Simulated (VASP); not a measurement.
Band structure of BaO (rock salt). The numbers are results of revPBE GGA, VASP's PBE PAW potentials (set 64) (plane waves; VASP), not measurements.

Unless said otherwise, spin-orbit coupling is left out, though it shifts the bands of the heavy elements here.

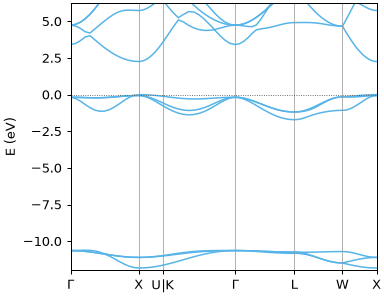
*Bands along high-symmetry lines, zero at the valence-band maximum or, without a gap, the Fermi level*

### Question
Read the plot: is there a gap, and where are the band edges?

### Answer
The gap is direct, 2.26 eV, from the valence maximum at X to the conduction minimum at X. (Edges off the drawn lines would not show.)

Measured: gap 4.40 eV (computed value off by -2.14 eV), as given by Abedi et al., (2022), arXiv:2211.14644.

The compound is BaO in the rock salt structure. It was relaxed first, which changed the volume by +7 %.
